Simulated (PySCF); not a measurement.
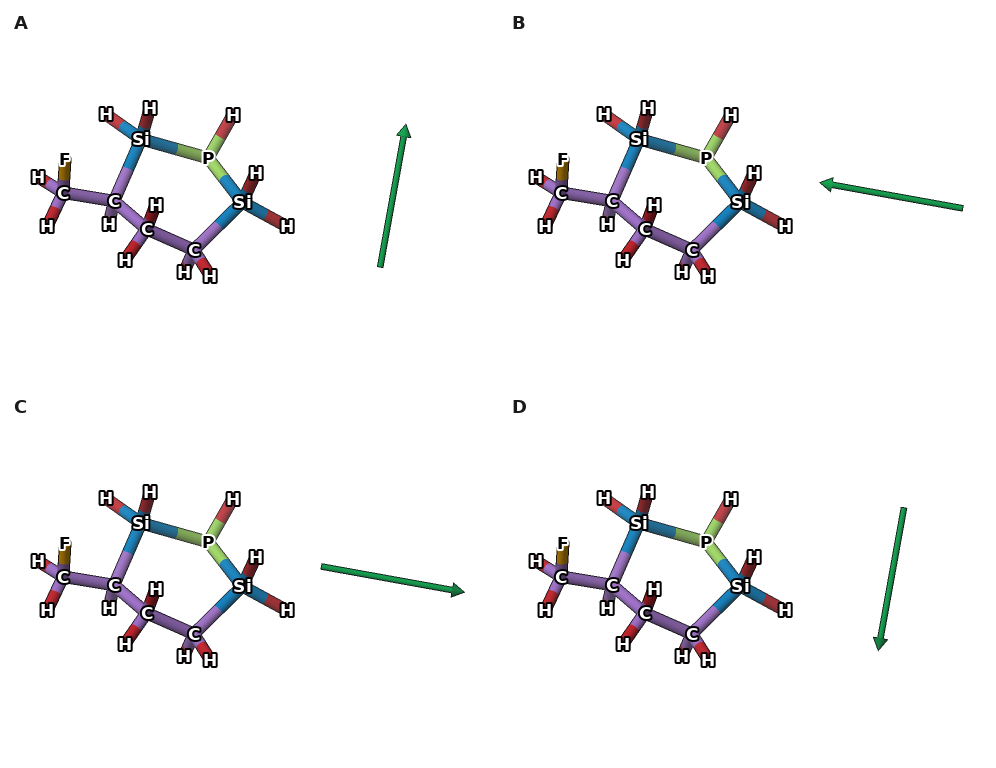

The same molecule four times, each with an arrow. The computed structure is the end point of a GFN2-xTB optimisation. No frequency run is at hand to confirm it as a minimum. Method: PBE0/pcSseg-1, gas phase (PySCF 2.14.0).

> Which arrow points along the dipole moment, from the negative to the positive end?

D. The dipole moment is 1.52 D.

The geometry is semi-empirical. Around P, Si such bond lengths and angles can be off by a tenth of an ångström or more and by several degrees, and values that hang on the shape move with them.
